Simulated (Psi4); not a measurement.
# C3H6F2 (1,3-difluoropropane): wB97X-V/cc-pVDZ

Aim: the vertical singlet–triplet gap of C3H6F2 (1,3-difluoropropane) at wB97X-V/cc-pVDZ, from 2 runs. 

Program for the calculation: Psi4 1.11.

1 further run of the same task is left out (set aside as unsound or not needed).

### Step 1. The molecule

C3H6F2 has 11 atoms, charge 0, and is taken as a singlet. SMILES: `FCCCF`. Geometry: relaxed at PBE0-D4/def2-TZVP. This is one conformer, not always the lowest.

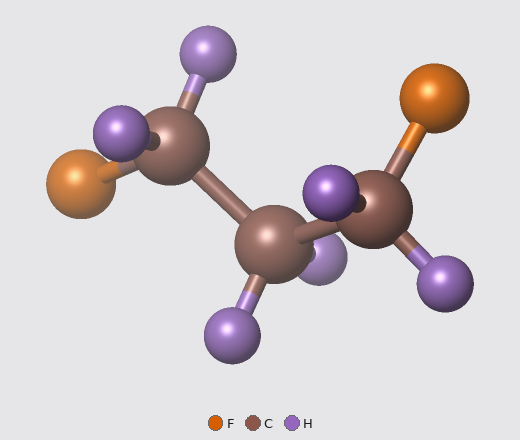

The structure, seen from a chosen angle (fluorine orange, carbon brown, hydrogen purple).

### Step 2. The energy at wB97X-V/cc-pVDZ

Contents of c3h6f2.inp:

```
memory 1.6 GB

molecule geom {
  0 1
  F
  C 1 R2
  C 2 R3 1 A3
  C 3 R4 2 A4 1 D4
  F 4 R5 3 A5 2 D5
  H 2 R6 1 A6 3 D6
  H 2 R7 6 A7 1 D7
  H 3 R8 4 A8 5 D8
  H 3 R9 8 A9 4 D9
  H 4 R10 5 A10 3 D10
  H 4 R11 10 A11 5 D11

  R2 = 1.383146
  R3 = 1.509437
  A3 = 109.75872
  R4 = 1.507237
  A4 = 112.39969
  D4 = -178.91515
  R5 = 1.386267
  A5 = 110.30216
  D5 = -63.01854
  R6 = 1.095592
  A6 = 107.72206
  D6 = -121.11684
  R7 = 1.092722
  A7 = 108.87347
  D7 = 116.80696
  R8 = 1.09347
  A8 = 109.62604
  D8 = 59.14143
  R9 = 1.094927
  A9 = 107.43834
  D9 = -117.54186
  R10 = 1.095414
  A10 = 107.32996
  D10 = -121.77506
  R11 = 1.092972
  A11 = 108.76868
  D11 = 116.21199
  symmetry c1
}

set globals {
  basis cc-pVDZ
  puream true
  e_convergence 1e-09
  d_convergence 1e-08
  scf_type pk
  dft_radial_points 99
  dft_spherical_points 590
}

energy("wb97x-v")
print_variables()
```

Run with:

```
psi4 -n 1 c3h6f2.inp c3h6f2.out
```

c3h6f2.out:

```text
[...]
  Running in c1 symmetry.
[...]
  Nuclear repulsion =  184.503536013995927
[...]
  Multiplicity = 1
[...]
  Nalpha       = 21
  Nbeta        = 21
[...]
    Number of basis functions: 100
[...]
   @RKS iter   1:  -317.42017915698148   -5.30371e-01   4.38105e-03 DIIS/ADIIS
[...]
   @RKS iter  11:  -317.51596081061052   -1.33582e-11   7.39988e-09 DIIS
[...]
    Orbital Energies [Eh]
    ---------------------
    Doubly Occupied:
       1A    -24.753054     2A    -24.746090     3A    -10.362079
       4A    -10.353809     5A    -10.292812     6A     -1.318268
       7A     -1.311670     8A     -0.935772     9A     -0.817220
      10A     -0.735208    11A     -0.630819    12A     -0.622239
      13A     -0.600674    14A     -0.589561    15A     -0.558966
      16A     -0.536058    17A     -0.500002    18A     -0.463642
      19A     -0.442853    20A     -0.433266    21A     -0.423701
[...]
  @RKS Final Energy:  -317.51596081061052
   => Energetics <=
    Nuclear Repulsion Energy =            184.5035360139959266
    One-Electron Energy =                -802.7091293529779250
    Two-Electron Energy =                 328.2262626218903847
    DFT Exchange-Correlation Energy =     -27.7047600713954942
    Empirical Dispersion Energy =           0.0000000000000000
    VV10 Nonlocal Energy =                  0.1681299778765727
    Total Energy =                       -317.5159608106105225
[...]
 Multipole Moments:
 ------------------------------------------------------------------------------------
     Multipole            Electronic (a.u.)      Nuclear  (a.u.)        Total (a.u.)
 ------------------------------------------------------------------------------------
 L = 1.  Multiply by 2.5417464519 to convert [e a0] to [Debye]
 Dipole X            :          2.3665390           -2.8861499           -0.5196109
 Dipole Y            :          1.9425982           -2.2857174           -0.3431192
 Dipole Z            :         -1.1790722            1.5513773            0.3723051
 Magnitude           :                                                    0.7254912
[...]
```

Wall time 3.8 min (1 thread of AMD EPYC 7R43 (Zen 3), shared host); peak memory 0.94 GiB.

### Step 3. The triplet, same level

Contents of job.inp:

```
memory 1600 mb

molecule m {
  0 3
  F
  C 1 1.383146
  C 2 1.509437 1 109.75872
  C 3 1.507237 2 112.39969 1 -178.91515
  F 4 1.386267 3 110.30216 2 -63.01854
  H 2 1.095592 1 107.72206 3 -121.11684
  H 2 1.092722 6 108.87347 1 116.80696
  H 3 1.09347 4 109.62604 5 59.14143
  H 3 1.094927 8 107.43834 4 -117.54186
  H 4 1.095414 5 107.32996 3 -121.77506
  H 4 1.092972 10 108.76868 5 116.21199
  symmetry c1
}

set {
  basis                cc-pVDZ
  reference            uks
  puream               true
  e_convergence        1e-09
  d_convergence        1e-08
  scf_type             pk
  dft_radial_points    99
  dft_spherical_points 590
  maxiter              200
}

e, wfn = energy('wb97x-v', return_wfn=True)
print_variables()
```

Run with:

```
psi4 -i job.inp -o job.out -n 1
```

job.out:

```text
[...]
  Running in c1 symmetry.
[...]
  Nuclear repulsion =  184.503536013995927
[...]
  Multiplicity = 3
[...]
  Nalpha       = 22
  Nbeta        = 20
[...]
    Number of basis functions: 100
[...]
   @UKS iter   1:  -317.00706737425548   -1.17260e-01   4.54728e-03 ADIIS/DIIS
[...]
   @UKS iter  39:  -317.15177020043882   -2.24532e-11   8.69606e-09 DIIS
[...]
   @S^2 Observed:                2.004413456E+00
[...]
    Orbital Energies [Eh]
    ---------------------
    Alpha Occupied:
       1A    -24.864179     2A    -24.777218     3A    -10.399192
       4A    -10.389158     5A    -10.330084     6A     -1.413856
       7A     -1.342499     8A     -0.978456     9A     -0.869058
      10A     -0.772647    11A     -0.697057    12A     -0.686321
      13A     -0.653835    14A     -0.631239    15A     -0.612805
      16A     -0.583208    17A     -0.550633    18A     -0.524282
      19A     -0.499402    20A     -0.469738    21A     -0.458986
      22A     -0.083059
    Alpha Virtual:
      23A      0.144722    24A      0.154491    25A      0.162900
[...]
  @UKS Final Energy:  -317.15177020043882
   => Energetics <=
    Nuclear Repulsion Energy =            184.5035360139959266
    One-Electron Energy =                -800.6614639627350698
    Two-Electron Energy =                 326.4248494315040716
    DFT Exchange-Correlation Energy =     -27.5857327380160449
    Empirical Dispersion Energy =           0.0000000000000000
    VV10 Nonlocal Energy =                  0.1670410548122819
    Total Energy =                       -317.1517702004388184
[...]
 Multipole Moments:
 ------------------------------------------------------------------------------------
     Multipole            Electronic (a.u.)      Nuclear  (a.u.)        Total (a.u.)
 ------------------------------------------------------------------------------------
 L = 1.  Multiply by 2.5417464519 to convert [e a0] to [Debye]
 Dipole X            :          2.8394393           -2.8861499           -0.0467106
 Dipole Y            :          2.7448290           -2.2857174            0.4591116
 Dipole Z            :         -1.6202635            1.5513773           -0.0688862
 Magnitude           :                                                    0.4665947
[...]
```

It took 13 min on 1 thread of AMD EPYC 7R43 (Zen 3), shared host; peak memory 0.94 GiB.

### Step 4. Summary of results

At wB97X-V/cc-pVDZ:

| quantity | value |
| --- | --- |
| singlet: total energy | -317.51596 Eh |
| singlet: dipole moment | 1.84 D |
| singlet: HOMO energy | -11.53 eV |
| singlet: LUMO energy | 3.90 eV |
| singlet: HOMO–LUMO gap | 15.43 eV |
| triplet: total energy | -317.15177 Eh |
| triplet: dipole moment | 1.19 D |
| triplet: HOMO energy (highest over α and β) | -2.26 eV |
| triplet: ⟨S²⟩ | 2.004 |
| vertical energy of the triplet above the singlet | 9.910 eV |

**Reading.** At this shape the triplet lies 9.91 eV (229 kcal/mol) above the singlet.
